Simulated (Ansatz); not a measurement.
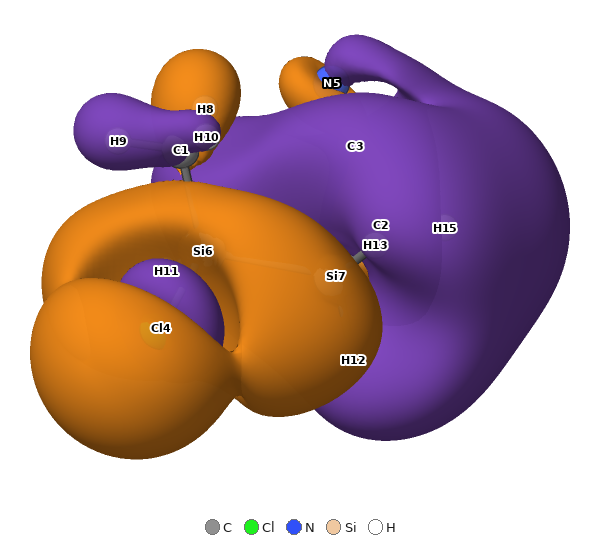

The picture shows: C3H8ClNSi2. The LUMO at ±0.03 Å⁻³ᐟ² (orange and purple are the two phases), seen at a tilt.

Geometry: PBE0-D3(BJ)/def2-SVP.

All numbers below come from isolated molecule in a Gaussian basis; Kohn-Sham density functional theory, functional PBE0 in Ansatz 0.2.0.

```yaml
atoms:
  - { symbol: C, position_ang: [0.6503, 0.0611, 3.0683] }
  - { symbol: C, position_ang: [-1.5805, 0.5723, -0.5490] }
  - { symbol: C, position_ang: [-0.4823, 1.4600, -0.2337] }
  - { symbol: Cl, position_ang: [-1.4323, -2.3109, 3.7778] }
  - { symbol: N, position_ang: [0.4082, 2.1286, 0.0881] }
  - { symbol: Si, position_ang: [-1.0926, -0.5235, 2.7539] }
  - { symbol: Si, position_ang: [-1.4882, -1.0369, 0.4989] }
  - { symbol: H, position_ang: [0.8458, 0.9827, 2.4968] }
  - { symbol: H, position_ang: [0.8011, 0.2626, 4.1397] }
  - { symbol: H, position_ang: [1.3736, -0.7048, 2.7508] }
  - { symbol: H, position_ang: [-2.1006, 0.4674, 3.2375] }
  - { symbol: H, position_ang: [-2.7819, -1.7600, 0.3129] }
  - { symbol: H, position_ang: [-0.3738, -1.8770, -0.0349] }
  - { symbol: H, position_ang: [-2.5348, 1.0813, -0.3374] }
  - { symbol: H, position_ang: [-1.5699, 0.3197, -1.6212] }
```

Where does this orbital lie, and at what energy?

Answer. Its weight (Hirshfeld) is mainly on Si6 (about 25 %), Si7 (about 25 %), Cl4 (about 15 %) and C2 (about 10 %). Its energy is −0.76 eV.
